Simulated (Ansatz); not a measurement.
**Straining Ga2S3 (Cc): density functionals against G0W0**

Wanted: gap changes of Ga2S3 (Cc) under several strains (per length; ions relaxed at each).

Calculated with Ansatz 0.2.0; a semilocal functional, HSE06 and G0W0, plane waves, PAW.

### Step 1. Starting point

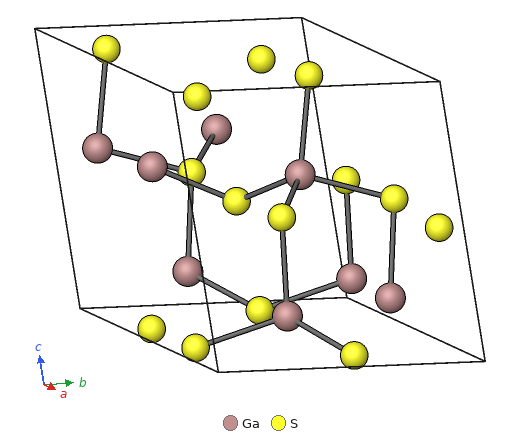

Start, viewed slightly off an axis; gallium pink, sulfur yellow. This picture shows the conventional cell, with its axes. Bonds to atoms that aren't drawn are left out. Some periodic images of atoms are drawn too.

The cell is from the Crystallography Open Database; the positions were relaxed with LDA.

### Step 2. Unstrained: LDA

This step: DFT, LDA, plane waves, PAW; PAW set soft_1.

input.yaml reads:

```yaml
crystal:
  lattice:
    - [5.5535, -3.1975, 0.0]
    - [5.5535, 3.1975, 0.0]
    - [-3.6339226554, 0.0, 6.0074160114]
  atoms:
    - { symbol: Ga, position: [0.6378964929, 0.4455364182, 0.1261152226] }
    - { symbol: Ga, position: [0.4455364182, 0.6378964929, 0.6261152226] }
    - { symbol: Ga, position: [0.2668688595, 0.1342642115, 0.1158693832] }
    - { symbol: Ga, position: [0.1342642115, 0.2668688595, 0.6158693832] }
    - { symbol: S, position: [0.9067392552, 0.0844144226, 0.9803411262] }
    - { symbol: S, position: [0.0844144226, 0.9067392552, 0.4803411262] }
    - { symbol: S, position: [0.4311756945, 0.2444801471, 0.5004112322] }
    - { symbol: S, position: [0.2444801471, 0.4311756945, 1.0004112322] }
    - { symbol: S, position: [0.5882546998, 0.7589497987, 0.0100730357] }
    - { symbol: S, position: [0.7589497987, 0.5882546998, 0.5100730357] }
kpoints:
  mp_grid: { grid: [4, 4, 4] }
  band_path:
    path:
      - [0.0, 0.0, 0.0]
      - [-0.36320096, 0.36320096, 0.0]
      - [-0.63679904, -0.36320096, 0.0]
      - [-0.5, -0.5, 0.0]
      - [-0.5, -0.5, 0.5]
      - [-0.72948728, -0.27051272, 0.5]
      - [-0.27051272, 0.27051272, 0.5]
      - [0.0, 0.0, 0.5]
    npoints: 1
hamiltonian:
  xc: lda
  pseudopotentials: { kind: paw, azcp: { folder: soft_1 }, xc_functional: pbe }
scf:
  occupations: { method: fermi_dirac, width: 0.02 }
  n_extra_bands: 7
output:
  eigenvalues: true
```

The run is started by

```bash
ansatz run input.yaml --threads 4 --pin off --max-ram 138240MiB --backend cuda --events-out ev --progress --plain --runs-dir out --devices 1 --max-vram 26GiB
```

Numbers of over 12 decimals in the logs are rounded to 6 here.

Output:

```text
scf.n_extra_bands = 7 over 44 filled bands (N_el = 88.0): the run solves 51 bands
GPUs: using 1 of 1 available (devices: 1).
Engine: ansatz 0.2.0, x86_64-unknown-linux-gnu
Pseudopotentials: kind: paw
Pseudopotential: Ga, paw, valence charge 13, recommended cutoff 420 eV (normal), soft_1/Ga.paw.azcp
Pseudopotential: S, paw, valence charge 6, recommended cutoff 420 eV (normal), soft_1/S.paw.azcp
Functional definition: SPW92
  exchange = slater_x
  correlation = pw_c
device memory: the entry about to start is reckoned to put 3.7 GiB on a device that reports 57.1 GiB free (of which the cap on the GPU budget leaves the run 26.0 GiB)
GPU FFT provider: cuFFT
GPU libraries: cuBLAS 13.8.2, cuFFT 12.4.0, cuSOLVER 12.3.4
Crystal: 10 atoms, lattice volume = 213.351 Å³
Basis set: ecut = 420 eV, 4167 PW (Γ)
Bands: 51, of which v1, the nominal top of the filled ones, is band 44 counted from 1 (43 counted from 0)
Symmetry: 2 space group operations
Space group: Cc (ITA 9), of the structure as read, at distance tolerance 6.0e-5 Å
k-points: 24 of 64 (time reversal used)
Non-local potential: Ga, projectors of the file, l = 0: 2, l = 1: 2, l = 2: 3, l = 3: 1
Non-local potential: S, projectors of the file, l = 0: 2, l = 1: 2, l = 2: 1
PAW form: soft (Blöchl's): semilocal exchange-correlation on the pseudo side does not see the compensation charge
PAW frozen core: Ga, regenerated for the run's functional, and the local potential with it (the file was generated under x = pbe(κ = 0.804, μ = 0.219515), c = pbe(β = 0.066725))
PAW frozen core: S, regenerated for the run's functional, and the local potential with it (the file was generated under x = pbe(κ = 0.804, μ = 0.219515), c = pbe(β = 0.066725))
PAW one-centre angular grid: Ga, 590 points (default); XC on 64 Gauss nodes
PAW one-centre angular grid: S, 110 points (default); XC on 64 Gauss nodes
Initial density: superposition of atomic densities (chi_scale 0.1, normalization cell, long waves kept (reshape's long-wave potential 0.05 eV rms))
Initial wavefunctions: pseudopotential atomic-orbital guess
GPU buffer pool allocated for 97200 grid points (all kernels)
GPU transforms: local potential and band sums: pruned to the plane-wave sphere, on 45×45×48
Functional: x = slater, c = lda
SCF iter   1: F=—  HF=-20053.030778 eV  |F-HF|=—  |Δ(HF+E_count)|=         —  Δρ=4.88e-2  dr2=3.49e0  ethr=3.10e-3  ⟨swp⟩=8.5  Hψ=5632  notcnv=0
preconditioner: auto → Resta (q_TF=auto, 2.354 Å⁻¹)  ε∞=4.0  [insulator: Δε(μ)=2.011 eV  Ē_g=13.806 eV  σ=0.020 eV  W_gap=1.00  n_scr=52 (ndim 8)  ℏωp=23.8 eV  f_vac=0.000  D(μ)=0.00/eV (n_scr^D=0)  ε∞_Penn≈4.0]
SCF iter   2: F=—  HF=-20052.144605 eV  |F-HF|=—  |Δ(HF+E_count)|=   8.86e-1  Δρ=2.29e-2  dr2=8.54e-1  ethr=3.10e-3  ⟨swp⟩=4.0  Hψ=2621  notcnv=0  defer=72
SCF iter   3: F=—  HF=-20051.849355 eV  |F-HF|=—  |Δ(HF+E_count)|=   2.95e-1  Δρ=6.26e-3  dr2=6.83e-2  ethr=9.71e-4  ⟨swp⟩=3.0  Hψ=2483  notcnv=0  defer=72
SCF iter   4: F=—  HF=-20051.798318 eV  |F-HF|=—  |Δ(HF+E_count)|=   5.10e-2  Δρ=2.13e-3  dr2=1.01e-2  ethr=7.76e-5  ⟨swp⟩=3.0  Hψ=2394  notcnv=0  defer=72
SCF iter   5: F=—  HF=-20051.799604 eV  |F-HF|=—  |Δ(HF+E_count)|=   1.29e-3  Δρ=7.60e-4  dr2=1.68e-3  ethr=1.15e-5  ⟨swp⟩=2.0  Hψ=2304  notcnv=0  defer=72
SCF iter   6: F=—  HF=-20051.799287 eV  |F-HF|=—  |Δ(HF+E_count)|=   3.17e-4  Δρ=2.15e-4  dr2=1.44e-4  ethr=1.91e-6  ⟨swp⟩=2.6  Hψ=1964  notcnv=0  defer=72
SCF iter   7: F=—  HF=-20051.799385 eV  |F-HF|=—  |Δ(HF+E_count)|=   9.72e-5  Δρ=8.15e-5  dr2=1.94e-5  ethr=1.63e-7  ⟨swp⟩=2.7  Hψ=2379  notcnv=0  defer=72
SCF iter   8: F=—  HF=-20051.799514 eV  |F-HF|=—  |Δ(HF+E_count)|=   1.29e-4  Δρ=2.42e-5  dr2=1.56e-6  ethr=2.20e-8  ⟨swp⟩=3.0  Hψ=2328  notcnv=0  defer=72
SCF iter   9: F=—  HF=-20051.799514 eV  |F-HF|=—  |Δ(HF+E_count)|=   6.49e-7  Δρ=1.36e-5  dr2=4.57e-7  ethr=1.78e-9  ⟨swp⟩=2.0  Hψ=2208  notcnv=0  defer=72
SCF iter  10: F=-20051.799514 eV  HF=-20051.799514 eV  |F-HF|=5.50e-8  |Δ(HF+E_count)|=   2.38e-7  Δρ=4.13e-6  dr2=3.06e-8  ethr=1.14e-10  ⟨swp⟩=10.8  Hψ=4750  notcnv=0
SCF 1 converged in 10 iterations: F = -20051.799514 eV  dr2 = 3.06e-8
[...]
device memory: the entry about to start is reckoned to put 5.0 GiB on a device that reports 57.1 GiB free (of which the cap on the GPU budget leaves the run 26.0 GiB)
NSCF: frozen V_eff on 8 k-points
SCF converged after 10 iterations
Free energy (F): -20051.799514 eV
Harris-Foulkes:  -20051.799514 eV  (|F-HF|=5.50e-8)
Internal energy: -20051.799514 eV  (E = F + TS)
E sigma→0 (E₀):  -20051.799514 eV
Fermi energy:    6.338126 eV
--- Per-component energies (eV) ---
  E_band       = -378.178886
  E_kinetic    = 1082.867361
  E_local      = -8034.615308  (includes V_loc(G=0)·N_el)
  E_nonlocal   = -145.669207
  E_hartree    = 4578.078093
  E_xc         = -778.783376
  E_vxc        = -720.136258  (∫ρ·V_xc dr)
  E_paw        = -11132.112014  (= ΣΔE_a)
  E_vpaw       = -1716.778000  (= ΣTr[D̂ρ^β])
  E_aug_tail   = -0.000851  (compensation charges beyond the density's cutoff)
  E_ewald      = -5629.397323
  E_core_change = 7.833111  (= ΣΔE_core)
  E_smearing   = -0.000000  (= −TS)
  E_closure    = 0.000000  (closes the sum)
  Σ components = -20051.799514   (vs F -20051.799514, Δ=0.00e0)
--- Band table (eV; the first three rows and the last of 24) ---
  k-point 0: bands = [... 40 lower, 4.4474, 4.8374, 4.9981, 5.4877, 7.1838, 7.7351, 8.4652, 8.7507, ... 3 higher]
  k-point 1: bands = [... 40 lower, 4.4566, 4.4681, 4.9035, 5.1728, 7.8758, 8.0049, 8.7426, 8.8513, ... 3 higher]
  k-point 2: bands = [... 40 lower, 4.3771, 4.3771, 4.9033, 4.9033, 8.3263, 8.3263, 9.0329, 9.0329, ... 3 higher]
  k-point 23: bands = [... 40 lower, 4.0283, 4.0283, 4.9140, 4.9140, 7.9008, 7.9008, 8.6997, 8.6997, ... 3 higher]
```

Run time: 11 s. Hardware: 1 × NVIDIA H100 80GB HBM3 (shared by 3 runs) with 4 threads of AMD EPYC 7R13 (Zen 3), shared host; peak memory 0.91 GiB; 6.1 s of CPU time.

The column dr2 measures how far the density is from self-consistency, as an energy; F and HF (Harris–Foulkes) agree once it is small.

Numbers from this step:

- gap: 1.696 eV
- valence top at: Γ
- conduction bottom at: Γ
- least direct gap: 1.696 eV

The gap is direct, at Γ.

### Step 3. Unstrained: G0W0

Now the one-shot GW correction: screening in the RPA, then the self-energy of the levels asked for. This step takes PAW set soft_1 files.

This step: G0W0 on LDA, plane waves, PAW; PAW set soft_1.

input.yaml, the sections that differ from step 2:

```yaml
kpoints:
  mp_grid: { grid: [2, 2, 2] }
scf:
  occupations: { method: fixed }
gw:
  n_empty_bands: 802
  ecut_chi: 140
  qp_bands: [v3, c3]
  qp_kpoints: band_edges
  screening: { model: contour_deformation }
# crystal, hamiltonian: as in step 2
# output: removed
```

Output:

```text
GPUs: using 1 of 1 available (devices: 1).
[...]
concurrent solve slots: 3 of 4 are kept, ahead of what memory takes: no pass of the eigensolver takes more rounds on 3
[...]
GPU FFT provider: cuFFT
GPU libraries: cuBLAS 13.8.2, cuFFT 12.4.0, cuSOLVER 12.3.4
Crystal: 10 atoms, lattice volume = 213.351 Å³
Basis set: ecut = 420 eV, 4167 PW (Γ)
Bands: 54, of which v1, the nominal top of the filled ones, is band 44 counted from 1 (43 counted from 0)
Symmetry: 2 space group operations
[...]
k-points: 6 of 8
[...]
GPU buffer pool allocated for 97200 grid points (all kernels)
[...]
SCF iter   1: F=—  HF=-20052.931984 eV  |F-HF|=—  |Δ(HF+E_count)|=         —  Δρ=4.90e-2  dr2=3.52e0  ethr=3.10e-3  ⟨swp⟩=5.0  Hψ=1117  notcnv=0  defer=44
[...]
SCF iter   9: F=-20051.696091 eV  HF=-20051.696091 eV  |F-HF|=7.89e-8  |Δ(HF+E_count)|=   2.95e-7  Δρ=5.90e-6  dr2=9.18e-8  ethr=1.14e-10  ⟨swp⟩=11.3  Hψ=1850  notcnv=0
SCF 1 converged in 9 iterations: F = -20051.696091 eV  dr2 = 9.18e-8
[...]
NSCF: frozen V_eff on 6 k-points
[...]
G₀W₀ screening: q 1/6
[... further progress lines ...]
[...]
SCF converged after 9 iterations
Free energy (F): -20051.696091 eV
[...]
Internal energy: -20051.696091 eV  (E = F + TS)
E sigma→0 (E₀):  -20051.696091 eV
Fermi energy:    5.494052 eV
[...]
--- Band table (eV; the first three rows and the last of 6) ---
  k-point 0: bands = [... 40 lower, 4.4533, 4.8445, 5.0058, 5.4941, 7.1866, 7.7374, 8.4682, 8.7543, ... 6 higher]
  k-point 1: bands = [... 40 lower, 4.3842, 4.3842, 4.9099, 4.9099, 8.3288, 8.3288, 9.0354, 9.0354, ... 6 higher]
  k-point 2: bands = [... 40 lower, 4.0308, 4.1396, 4.3200, 5.3562, 7.8563, 7.9850, 8.5079, 8.7935, ... 6 higher]
  k-point 5: bands = [... 40 lower, 4.0342, 4.0342, 4.9203, 4.9203, 7.9038, 7.9038, 8.7029, 8.7029, ... 6 higher]
--- G₀W₀: contour deformation, 7 samples at zero and on the imaginary axis and 1 off it, 8 q-points, 802 empty bands' worth ---
  eigenvalues of the whole cell's RPA ε∞ on this k-mesh (on a slab, of 1 + 4πα/V) = 6.9735, 7.1386, 7.8673; static W/v taken at q = 0 is 0.136842
  gw.qp_kpoints: band_edges: 6 of 6 stored k-points solved, in 1 pass; an edge of the gap read off the rows below is read off those points alone
    ik  band        ε_KS         Σx   Σc(E_QP)       V_xc       Z   E_QP_lin       E_QP  E_QP is
     0    42      4.8445   -19.2703     2.0715   -16.5583  0.7442     4.1950     4.2041  root
     0    43      5.0058   -19.0689     2.1904   -16.2191  0.7407     4.3361     4.3465  root
     0    44      5.4941   -18.6809     2.2271   -15.7846  0.7371     4.8139     4.8250  root
     0    45      7.1866   -10.1396    -4.2547   -15.0485  0.7727     7.8491     7.8407  root
     0    46      7.7374    -9.5195    -4.2444   -14.4398  0.7725     8.4225     8.4133  root
     0    47      8.4682    -9.4596    -4.4104   -14.5381  0.7683     9.1461     9.1362  root
     1    42      4.3842   -19.0921     2.2391   -16.1902  0.7427     3.7113     3.7216  root
     1    43      4.9099   -18.5985     2.3529   -15.5581  0.7348     4.2098     4.2223  root
[...]
5    44      4.9203   -18.3416     2.3843   -15.2638  0.7332     4.2139     4.2269  root
     5    45      7.9038    -9.2867    -4.2083   -14.1222  0.7741     8.5389     8.5310  root
     5    46      7.9038    -9.2867    -4.2083   -14.1222  0.7741     8.5389     8.5310  root
     5    47      8.7029    -9.6112    -4.4735   -14.7804  0.7651     9.4096     9.3986  root
```

Elapsed: 23 s, on 1 × NVIDIA H100 80GB HBM3 (shared by 3 runs) with 4 threads; peak memory 2.2 GiB; 29 s of CPU time.

Numbers from this step:

- bands summed: 846
- RPA ε∞ on this mesh (eigenvalues): 6.974, 7.139, 7.867
- plane waves in the screening matrix: 805
- q-points in the mesh: 8
- G0W0 gap on the mesh: 3.016 eV
- k of the valence top: 0, 0, 0
- k of the conduction bottom: 0, 0, 0
- starting gap on the mesh: 1.693 eV
- Z at the valence top: 0.7371
- Z at the conduction bottom: 0.7727
- least direct G0W0 gap on the computed points: 3.016 eV

The gap on the mesh goes from 1.69 eV to 3.02 eV, a correction of +1.32 eV. Between the two edge states, bare exchange in place of the xc potential would open the gap by 7.81 eV, and correlation takes back 6.48 eV.

### Step 4. Unstrained: HSE06

The screened hybrid is the usual rung above semilocal functionals: a quarter of exact exchange, cut off beyond a few ångström.

This step: DFT, HSE06, plane waves, PAW; PAW set soft_1.

input.yaml: that of step 3 with these lines changed.

```diff
@@ -17,13 +17,21 @@
 kpoints:
-  mp_grid: { grid: [2, 2, 2] }
+  mp_grid: { grid: [4, 4, 2] }
+  band_path:
+    path:
+      - [0.0, 0.0, 0.0]
+      - [-0.36320096, 0.36320096, 0.0]
+      - [-0.63679904, -0.36320096, 0.0]
+      - [-0.5, -0.5, 0.0]
+      - [-0.5, -0.5, 0.5]
+      - [-0.72948728, -0.27051272, 0.5]
+      - [-0.27051272, 0.27051272, 0.5]
+      - [0.0, 0.0, 0.5]
+    npoints: 1
 hamiltonian:
-  xc: lda
-  pseudopotentials: { kind: paw, azcp: { folder: soft_1 }, xc_functional: pbe }
+  xc: hse06
+  pseudopotentials: { kind: paw, azcp: { folder: soft_1 } }
 scf:
   occupations: { method: fixed }
-gw:
-  n_empty_bands: 802
-  ecut_chi: 140
-  qp_bands: [v3, c3]
-  qp_kpoints: band_edges
-  screening: { model: contour_deformation }
+  n_extra_bands: 7
+output:
+  eigenvalues: true
```

Output:

```text
[...]
GPUs: using 1 of 1 available (devices: 1).
[...]
davidson cushion auto → on  (no smearing: the cushion is to keep the highest requested band from converging to the state above it; pin scf.eigensolver.cushion to override)
[...]
GPU FFT provider: cuFFT
GPU libraries: cuBLAS 13.8.2, cuFFT 12.4.0, cuSOLVER 12.3.4
Crystal: 10 atoms, lattice volume = 213.351 Å³
Basis set: ecut = 420 eV, 4167 PW (Γ)
Bands: 51, of which v1, the nominal top of the filled ones, is band 44 counted from 1 (43 counted from 0)
Symmetry: 2 space group operations
[...]
k-points: 14 of 32 (time reversal used)
[...]
GPU buffer pool allocated for 97200 grid points (all kernels)
[...]
SCF iter   1: F=—  HF=-20551.761496 eV  |F-HF|=—  |Δ(HF+E_count)|=         —  Δρ=5.16e-2  dr2=3.47e0  ethr=1.00e-1  ⟨swp⟩=5.0  Hψ=2229  notcnv=0
[...]
SCF iter   6: F=-20551.019830 eV  HF=-20551.019817 eV  |F-HF|=1.28e-5  |Δ(HF+E_count)|=   2.08e-4  Δρ=2.19e-4  dr2=7.50e-5  ethr=6.98e-7  ⟨swp⟩=4.0  Hψ=2386  notcnv=0
SCF 1 stopped early in 6 iterations: F = -20551.019830 eV  dr2 = 7.50e-5
[...]
GPU FFT provider: cuFFT
GPU libraries: cuBLAS 13.8.2, cuFFT 12.4.0, cuSOLVER 12.3.4
[...]
GPU buffer pool allocated for 97200 grid points (all kernels)
[...]
Exchange kernel: α = 0.2500, screened, ω = 0.2079 Å⁻¹, Wigner–Seitz truncation, v(0) = 1036.7431 eV·Å³, q-mesh 4×4×2, nearest image of the exchange supercell L = 14.04 Å, pair-density grid 25×25×30, without the augmentation charges, whose exchange is taken in its separable form by FFT convolution over the k-point mesh (sized by the pseudopotential files, 36×36×45 at the most), smooth part of the exact exchange by density-matrix convolution in up to 4.38 GiB of GPU memory as planned if the GPU has room (build and FFT work areas not counted)
Frozen-core exchange: fock
SCF iter   1: F=—  HF=-20556.757863 eV  |F-HF|=—  |Δ(HF+E_count)|=         —  Δρ=1.26e-2  dr2=1.41e-1  ethr=8.52e-7  ⟨swp⟩=9.1  Hψ=4926  notcnv=0
[...]
SCF iter   6: F=-20556.733463 eV  HF=-20556.733469 eV  |F-HF|=5.14e-6  |Δ(HF+E_count)|=   6.20e-5  Δρ=3.50e-5  dr2=1.65e-5  ethr=2.66e-7  ⟨swp⟩=3.0  Hψ=1870  notcnv=0
SCF 2 stopped early in 6 iterations: F = -20556.733463 eV  dr2 = 1.65e-5
hybrid outer 1: dexx = +4.295e-2 eV, tail = 1.82e-4 eV
GPU FFT provider: cuFFT
GPU libraries: cuBLAS 13.8.2, cuFFT 12.4.0, cuSOLVER 12.3.4
GPU buffer pool allocated for 97200 grid points (all kernels)
[...]
Frozen-core exchange: fock
SCF iter   1: F=—  HF=-20556.732249 eV  |F-HF|=—  |Δ(HF+E_count)|=         —  Δρ=4.69e-5  dr2=8.81e-6  ethr=1.04e-6  ⟨swp⟩=3.0  Hψ=1745  notcnv=0
[...]
SCF iter   4: F=-20556.732254 eV  HF=-20556.732254 eV  |F-HF|=6.72e-8  |Δ(HF+E_count)|=   9.41e-8  Δρ=5.19e-6  dr2=6.94e-8  ethr=3.87e-10  ⟨swp⟩=3.0  Hψ=2181  notcnv=0
SCF 3 converged in 4 iterations: F = -20556.732254 eV  dr2 = 6.94e-8
hybrid outer 2: dexx = +4.761e-6 eV, tail = 3.15e-7 eV, Δε = 2.58e-3 eV (about 1.25e-4 eV left of the loop's levels)
[...]
hybrid SCF converged: 2 outer / 10 inner (+6 warm-up), last move |dexx| = 4.76e-6 eV, tail = 3.15e-7 eV
Stability not checked: this state was not tested for a lower state beside it, because the functional holds exact exchange (a hybrid, or Hartree-Fock), whose exchange loop this test does not read (fock_operator; see scf.lower_state_search)
Free energy (F): -20556.732253 eV
Frozen-core exchange: fock
[...]
Internal energy: -20556.732253 eV  (E = F + TS)
E sigma→0 (E₀):  -20556.732253 eV
Fermi energy:    5.067783 eV
[...]
--- Band table (eV; the first three rows and the last of 14) ---
  k-point 0: bands = [... 40 lower, 3.9776, 4.4249, 4.5620, 5.0678, 8.1135, 8.6254, 9.3264, 9.6366, ... 3 higher]
  k-point 1: bands = [... 40 lower, 3.9106, 3.9106, 4.4486, 4.4486, 9.2681, 9.2681, 9.8139, 9.8139, ... 3 higher]
  k-point 2: bands = [... 40 lower, 3.5442, 3.9218, 4.2742, 5.0015, 8.7797, 8.9346, 9.3078, 9.7160, ... 3 higher]
  k-point 13: bands = [... 40 lower, 3.5880, 3.5880, 4.4567, 4.4567, 8.7518, 8.7518, 9.6218, 9.6218, ... 3 higher]
```

It took 40 s on 1 × NVIDIA H100 80GB HBM3 (shared by 3 runs) with 4 threads; peak memory 1.4 GiB; 61 s of CPU time.

Numbers from this step:

* gap: 3.046 eV
* valence top at: Γ
* conduction bottom at: Γ
* least direct gap: 3.046 eV
* exact-exchange fraction: 0.25

The gap stands +1.35 eV against LDA.

(Continued in part 2 of 4.)

[Paths, hosts, dates, memory and timing lines, banners, echoed tables and standing remarks are left out of the program output.]

[Logs are printed without paths, hosts, clocks, repeated set-up lines and the standing remarks that a program may print on its own settings, such as how far it seeks lower states.]

[Runs of the session that timed out or met a known fault of the program may be left out.]

[Cells called generated may have been cut or substituted from an entry of the Crystallography Open Database or the Materials Project.]

[Hosts, paths, dates, database ids (printed as entryN), source tags and the programs' standing remarks are cut or masked in the printed files.]
